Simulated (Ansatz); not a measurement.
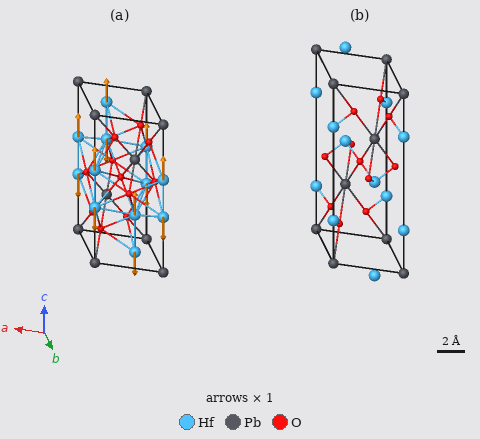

The structure of a crystal of Hf₂PbO₃ (a generated structure, set up in R-3m) (coarse preliminary run) before (left) and after (right) a relaxation, at one scale. The orange arrows give the displacements (the part carried along by the change of the cell is left out), at their true length.

A ball-and-stick model of the conventional cell (3 times the calculation's cell), seen from a free direction. Lengths and directions refer to the drawn axes.

The calculation used DFT PBE, scalar-relativistic, plane waves, PAW in Ansatz. (plane-wave cutoff 420 eV; k-point mesh 6 × 6 × 6; occupations gaussian; smearing width 0.1 eV; no spin polarisation; cell and atoms relaxed; force threshold 0.04 eV/Å; at most 70 steps)

Question: Summarise the run.

Answer: The largest moves relative to the cell, 2.06 Å, are those of Hf atoms. O and Pb stay in place. Cell: a = b 5.326 → 5.479 Å (+2.9 %), c 12.619 → 15.331 Å (+21.5 %). Volume +28.6 %. Near-neighbour distances that change, for instance: Hf–Hf 3.177 → 7.984 Å, Hf–O 3.101 → 4.841 Å, Hf–O 3.036 → 1.937 Å, Hf–Hf 3.243 → 4.274 Å. Bonds break: Hf–Hf (3.18 → 7.98 Å), Hf–Hf (3.24 → 4.27 Å). The space group stays R-3m (No. 166). Over 15 accepted moves (17 points after the start) the energy falls by 13.516 eV per cell of the calculation. Largest force component: 0.96 eV/Å at the start, 0.025 eV/Å at the end. Pressure: −12.96 GPa at the start and 0.11 GPa at the end. The SCF was repeated twice at an unchanged geometry on a basis and grid sized afresh for the cell, which shifted the energy by 0.222 eV per cell of the calculation at most. Cost: 3.5 min on 1 thread of Arm Neoverse V2 (shared host), peak memory 0.53 GiB.
